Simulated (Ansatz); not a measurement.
# As₂H₃ (doublet): correlated methods under varied settings at a displaced geometry (v2)

Aim: run As₂H₃ (doublet) at one geometry under a spread of methods and options, and see what each costs and gives.

The runs use Ansatz 0.2.0, Gaussian basis; the settings change from run to run.

22 further runs of the same task are left out: 7 that didn't finish, 15 set aside as unsound or not needed.

### Step 1. The geometry

The geometry is a PBE0/def2-TZVP stationary point (not a proven minimum) with its atoms shifted at random (size 0.100 Å). No spin-orbit coupling is included. The filled d shell of As may be among the frozen orbitals whatever the setting's name suggests; the logs give the count.

5 atoms, charge 0, spin multiplicity 2.

Atoms are counted from 1 here; the program's logs count them from 0.

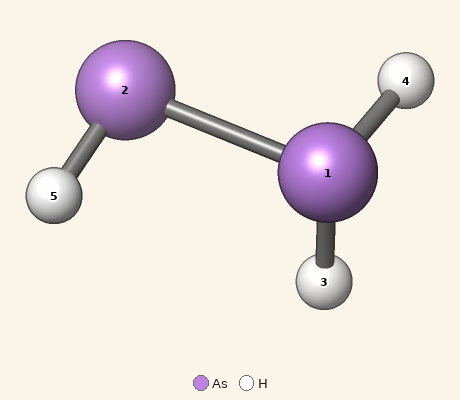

The structure; arsenic purple, hydrogen white; atoms are numbered from 1 in the order of the file.

### Step 2. NEVPT4(SD)(3,2)/STO-3G

Contents of in.yaml:

```yaml
crystal:
  periodic: [false, false, false]
  atoms:
    - {symbol: As, position_ang: [0.127071, 0.025666, 1.194853]}
    - {symbol: As, position_ang: [-0.103315, -0.034535, -1.213049]}
    - {symbol: H, position_ang: [-1.301656, 0.709309, 1.351871]}
    - {symbol: H, position_ang: [-0.501958, -1.433451, 1.369512]}
    - {symbol: H, position_ang: [0.037816, 1.383392, -1.368802]}
basis:
  gaussian: {orbitals: STO-3G}
magnetization: {spin_polarized: false, initial_magnetization: 1}
correlation: {method: fic_nevpt4_sd, electrons: valence, active_space: {window: {electrons: 3, orbitals: 2}}}
accuracy: high
```

On the command line:

```
$ ansatz run in.yaml --threads 1 --pin off --events-out ev --progress --plain --max-ram 2393MiB
```

The program printed:

```text
Functional definition: HF
  name "HF"
  cite "Fock, Z. Phys. 61, 126 (1930) doi:10.1007/BF01340294"
  parent pbe
  exchange = exact_x
  correlation = 0
526 factors; integrals over basis functions are off by at most 3.4e-9 eV
mean field evaluation 1: about -120282.0869 eV, gradient 5.6e0 eV
mean field evaluation 2: about -120282.1241 eV, gradient 5.6e0 eV
mean field evaluation 4: about -120282.4105 eV, gradient 3.4e-1 eV
mean field evaluation 8: about -120282.4113 eV, gradient 1.8e-7 eV
mean field -120282.41132333 eV, -4420.2970857859 hartree, gradient 2.2e-8 eV, S^2 0.750000; 0 other end points of the search recorded, 0 dependent functions left out
reference -120282.41132333 eV, -4420.2970857859 hartree; 35, 34 occupied and 4, 5 virtual orbitals, 526 factors
state -120282.41132333 eV, -4420.2970857859 hartree
state -120282.41132333 eV, -4420.2970857859 hartree; corrected -120284.66063681 eV, -4420.3797465314 hartree
WARN: 1 active orbitals are nearly empty or full. The corrections depend on them more than the energy does, and are more stable in an active space without them
Total energy: -120284.66063681 eV, -4420.3797465314 hartree
```

Run time: 1.3 s. Hardware: 1 thread of Arm Neoverse V2, shared host.

From the report: 2 determinants; active occupations 2.00, 1.00. The report marks this result as in doubt.

### Step 3. HF/cc-pVDZ

Edit in.yaml of step 2 so:

```diff
@@ -9,5 +9,6 @@
 basis:
-  gaussian: {orbitals: STO-3G}
-magnetization: {spin_polarized: false, initial_magnetization: 1}
-correlation: {method: fic_nevpt4_sd, electrons: valence, active_space: {window: {electrons: 3, orbitals: 2}}}
+  gaussian: {orbitals: cc-pVDZ}
+magnetization: {spin_polarized: true, initial_magnetization: 1}
+hamiltonian: {xc: hf}
 accuracy: high
+output: {orbitals: {seedname: orbitals}}
```

Launched as before.

The program printed:

```text
Functional definition: HF
  name "HF"
  cite "Fock, Z. Phys. 61, 126 (1930) doi:10.1007/BF01340294"
  parent pbe
  exchange = exact_x
  correlation = 0
1493 factors; integrals over basis functions are off by at most 4.5e-9 eV
mean field evaluation 1: about -121635.8675 eV, gradient 7.7e0 eV
mean field evaluation 2: about -121635.8779 eV, gradient 7.7e0 eV
mean field evaluation 4: about -121636.7328 eV, gradient 1.1e0 eV
mean field evaluation 8: about -121636.7592 eV, gradient 8.9e-3 eV
mean field -121636.75920403 eV, -4470.0684523913 hartree, gradient 7.3e-8 eV, S^2 0.764961; 0 other end points of the search recorded, 0 dependent functions left out
reference -121636.75920403 eV, -4470.0684523913 hartree; 35, 34 occupied and 34, 35 virtual orbitals, 1493 factors
Total energy: -121636.75920403 eV, -4470.0684523913 hartree
```

It took 3.5 s on 1 thread of Arm Neoverse V2, shared host.

From the report: ⟨S²⟩ of the determinant 0.765 (pure doublet: 0.75).

### Step 4. CCSD(T)/cc-pVDZ

Edit in.yaml of step 3 so:

```diff
@@ -11,4 +11,3 @@
 magnetization: {spin_polarized: true, initial_magnetization: 1}
-hamiltonian: {xc: hf}
-accuracy: high
-output: {orbitals: {seedname: orbitals}}
+hamiltonian: {xc: {name: r2SCAN}}
+correlation: {method: ccsd_t, electrons: outside_noble_gas}
```

Launched as before.

The program printed, shortened:

```text
Functional definition: r2SCAN
  name "r2SCAN"
  cite "Furness, Kaplan, Ning, Perdew & Sun, J. Phys. Chem. Lett. 11, 8208 (2020) doi:10.1021/acs.jpclett.0c02405"
  cite "Furness, Kaplan, Ning, Perdew & Sun, J. Phys. Chem. Lett. 11, 9248 (2020) doi:10.1021/acs.jpclett.0c03077"
  parent r2scan
[...]
789 factors; integrals over basis functions are off by at most 9.9e-4 eV
[...]
mean field -121728.60305787 eV, -4473.4436517661 hartree, gradient 5.6e-6 eV, S^2 0.755835; 0 other end points of the search recorded, 0 dependent functions left out
28 core orbitals not correlated: weight in the atoms' cores, before any rotation towards them, 0.999 or more for the frozen orbitals, at most 0.000 for the correlated occupied ones
reference -121636.00511662 eV, -4470.0407401903 hartree; 7, 6 occupied and 34, 35 virtual orbitals, 789 factors
second order -5.87938023 eV of doubles, -0.30652147 eV of singles
cycle   1  -6.75265032 eV  change   -5.7e-1 eV  update   6.6e-2
[...]
cycle  11  -7.02549870 eV  change    4.2e-7 eV  update   1.4e-5
perturbative correction -0.21480350 eV, -0.0078938832 hartree
Total energy: -121643.24541883 eV, -4470.3068163887 hartree
```

Wall time 8.5 s (1 thread of Arm Neoverse V2, shared host).

From the report: ⟨S²⟩ of the determinant 0.756 (pure doublet: 0.75); correlation -7.2403 eV; T1 0.018; largest double amplitude 0.07. The orbitals are Kohn-Sham ones, so correlation energy and T1 don't compare with those on Hartree-Fock orbitals.

### Step 5. CASCI(9,5)/STO-3G

Edit in.yaml of step 4 so:

```diff
@@ -9,5 +9,4 @@
 basis:
-  gaussian: {orbitals: cc-pVDZ}
-magnetization: {spin_polarized: true, initial_magnetization: 1}
-hamiltonian: {xc: {name: r2SCAN}}
-correlation: {method: ccsd_t, electrons: outside_noble_gas}
+  gaussian: {orbitals: STO-3G, fitting: {mean_field: def2-universal-jkfit}}
+magnetization: {spin_polarized: false, initial_magnetization: 1}
+correlation: {active_space: {window: {electrons: 9, orbitals: 5}, fixed_orbitals: true}}
```

Launched as before.

The program printed:

```text
Functional definition: HF
  name "HF"
  cite "Fock, Z. Phys. 61, 126 (1930) doi:10.1007/BF01340294"
  parent pbe
  exchange = exact_x
  correlation = 0
586 factors; integrals over basis functions are off by at most 1.7e-2 eV
mean field evaluation 1: about -120282.1356 eV, gradient 5.6e0 eV
mean field evaluation 2: about -120282.4089 eV, gradient 1.3e0 eV
mean field evaluation 4: about -120282.4213 eV, gradient 7.1e-2 eV
mean field -120282.42139871 eV, -4420.2974560491 hartree, gradient 1.5e-6 eV, S^2 0.750000; 0 other end points of the search recorded, 0 dependent functions left out
reference -120282.42139871 eV, -4420.2974560491 hartree; 35, 34 occupied and 4, 5 virtual orbitals, 586 factors
state -120282.42139871 eV, -4420.2974560491 hartree
Total energy: -120282.42139871 eV, -4420.2974560491 hartree
```

Run time: 0.36 s. Hardware: 1 thread of Arm Neoverse V2, shared host.

From the report: 5 determinants; active occupations 2.00, 2.00, 2.00, 2.00, 1.00. With so small a space the active step adds no correlation: the energy is the mean field's.

### Step 6. BCCD on UHF/cc-pVDZ

Edit in.yaml of step 5 so:

```diff
@@ -9,4 +9,5 @@
 basis:
-  gaussian: {orbitals: STO-3G, fitting: {mean_field: def2-universal-jkfit}}
-magnetization: {spin_polarized: false, initial_magnetization: 1}
-correlation: {active_space: {window: {electrons: 9, orbitals: 5}, fixed_orbitals: true}}
+  gaussian: {orbitals: cc-pVDZ}
+magnetization: {spin_polarized: true, initial_magnetization: 1}
+correlation: {method: bccd, electrons: outside_noble_gas, diis_vectors: 2}
+output: {forces: true}
```

Same command.

The program printed, shortened:

```text
Functional definition: HF
  name "HF"
  cite "Fock, Z. Phys. 61, 126 (1930) doi:10.1007/BF01340294"
  parent pbe
[...]
789 factors; integrals over basis functions are off by at most 9.9e-4 eV
[...]
mean field -121636.75905044 eV, -4470.0684467470 hartree, gradient 7.9e-6 eV, S^2 0.764961; 1 other end points of the search recorded, 0 dependent functions left out
determinant -121636.75905044 eV, -4470.0684467470 hartree, with singles and doubles -121643.40613570 eV, -4470.3127226249 hartree
determinant -121634.28726490 eV, -4469.9776103038 hartree, with singles and doubles -121640.97131671 eV, -4470.2232446774 hartree
28 core orbitals not correlated: weight in the atoms' cores, before any rotation towards them, 1.000 or more for the frozen orbitals, at most 0.000 for the correlated occupied ones
reference -121636.75905044 eV, -4470.0684467470 hartree; 7, 6 occupied and 34, 35 virtual orbitals, 789 factors
second order -5.55038000 eV of doubles, -0.00000000 eV of singles
cycle   1  -6.63969952 eV  change    7.4e-3 eV  update   3.3e-3
[...]
cycle  16  -6.63915527 eV  change   -4.6e-8 eV  update   8.4e-7
[...]
Total energy: -121643.39820570 eV, -4470.3124312029 hartree
Atom 0 at     0.127071     0.025666     1.194853 Å, force    -1.353188    -0.470040     0.637842 eV/Å
Atom 1 at    -0.103315    -0.034535    -1.213049 Å, force    -0.220360    -2.368803    -0.437116 eV/Å
Atom 2 at    -1.301656     0.709309     1.351871 Å, force     0.876775    -0.379435     0.039187 eV/Å
Atom 3 at    -0.501958    -1.433451     1.369512 Å, force     0.459766     0.994850    -0.138651 eV/Å
Atom 4 at     0.037816     1.383392    -1.368802 Å, force     0.237007     2.223428    -0.101263 eV/Å
Dipole moment:    -0.036754     0.078206     0.028415 e Å
```

Run time: 11 s. Hardware: 1 thread of Arm Neoverse V2, shared host.

From the report: ⟨S²⟩ of the determinant 0.765 (pure doublet: 0.75); correlation -6.6392 eV; largest double amplitude 0.07.

### Step 7. BCCD(T) on ROHF/STO-3G

Edit in.yaml of step 6 so:

```diff
@@ -9,5 +9,5 @@
 basis:
-  gaussian: {orbitals: cc-pVDZ}
-magnetization: {spin_polarized: true, initial_magnetization: 1}
-correlation: {method: bccd, electrons: outside_noble_gas, diis_vectors: 2}
+  gaussian: {orbitals: STO-3G, point_charges: [{charge: -0.50, position_ang: [3.375, -0.844, -0.073]}]}
+magnetization: {spin_polarized: false, initial_magnetization: 1}
+correlation: {method: bccd_t, electrons: valence}
 output: {forces: true}
```

Launched as before.

The program printed, shortened:

```text
Functional definition: HF
  name "HF"
  cite "Fock, Z. Phys. 61, 126 (1930) doi:10.1007/BF01340294"
  parent pbe
[...]
393 factors; integrals over basis functions are off by at most 3.0e-5 eV
[...]
mean field -120282.45075050 eV, -4420.2985347076 hartree, gradient 2.6e-6 eV, S^2 0.750000; 1 other end points of the search recorded, 0 dependent functions left out
determinant -120282.45075050 eV, -4420.2985347076 hartree, with singles and doubles -120284.79718566 eV, -4420.3847646093 hartree
determinant -120279.25150242 eV, -4420.1809645090 hartree, with singles and doubles -120281.62649447 eV, -4420.2682438572 hartree
18 core orbitals not correlated: weight in the atoms' cores, before any rotation towards them, 1.000 or more for the frozen orbitals, at most 0.000 for the correlated occupied ones
reference -120282.45075050 eV, -4420.2985347076 hartree; 17, 16 occupied and 4, 5 virtual orbitals, 393 factors
second order -1.54135729 eV of doubles, -0.02073458 eV of singles
cycle   1  -2.34668042 eV  change   -2.5e-4 eV  update   2.6e-3
[...]
cycle  10  -2.34563038 eV  change   -3.4e-7 eV  update   7.6e-7
perturbative correction -0.01206639 eV, -0.0004434317 hartree
[...]
Total energy: -120284.80844728 eV, -4420.3851784659 hartree
Atom 0 at     0.127071     0.025666     1.194853 Å, force    -2.240681    -0.895021     0.330651 eV/Å
Atom 1 at    -0.103315    -0.034535    -1.213049 Å, force    -0.107586    -1.544879    -0.024632 eV/Å
Atom 2 at    -1.301656     0.709309     1.351871 Å, force     1.451997    -0.776610    -0.088541 eV/Å
Atom 3 at    -0.501958    -1.433451     1.369512 Å, force     0.744025     1.779459    -0.186080 eV/Å
Atom 4 at     0.037816     1.383392    -1.368802 Å, force     0.208864     1.428530    -0.001821 eV/Å
Dipole moment:    -0.016248     0.067575     0.007184 e Å
```

It took 2.6 s on 1 thread of Arm Neoverse V2, shared host.

From the report: correlation -2.3577 eV; largest double amplitude 0.08.

### Step 8. The runs in one table

Where basis and cores are those of an earlier UCCSDT(Q)/cc-pVDZ run (-121643.6418 eV), and the state is the same kind, the miss against it is given. † marks a result that the program doubts.

```csv
level,correlated,functions,energy (eV),from UCCSDT(Q) (meV),time
"NEVPT4(SD)(3,2)/STO-3G †",valence,39,-120284.6606,,1.3 s
HF/cc-pVDZ,,69,-121636.7592,6882.6,3.5 s
CCSD(T)/cc-pVDZ (on r2SCAN orbitals),outside noble gas,69,-121643.2454,396.4,8.5 s
"CASCI(9,5)/STO-3G",,39,-120282.4214,,0.36 s
BCCD on UHF/cc-pVDZ,outside noble gas,69,-121643.3982,243.6,11 s
BCCD(T) on ROHF/STO-3G (beside a point charge),valence,39,-120284.8084,,2.6 s
```

### Step 9. Summary of results

```
quantity                      value
    runs                          6
quickest  CASCI(9,5)/STO-3G, 0.36 s
 slowest  BCCD on UHF/cc-pVDZ, 11 s
```

In words: Total energies in different bases, with other cores or another treatment of relativity can't be set against each other. BCCD on UHF/cc-pVDZ took 31 times as long as CASCI(9,5)/STO-3G; the jobs differ in more than the method. Among the correlated runs with a miss given, it spans +244 to +396 meV. Hartree-Fock, CASSCF and CASCI lack dynamic correlation by design. Cores frozen from Kohn-Sham orbitals shift the total energy.
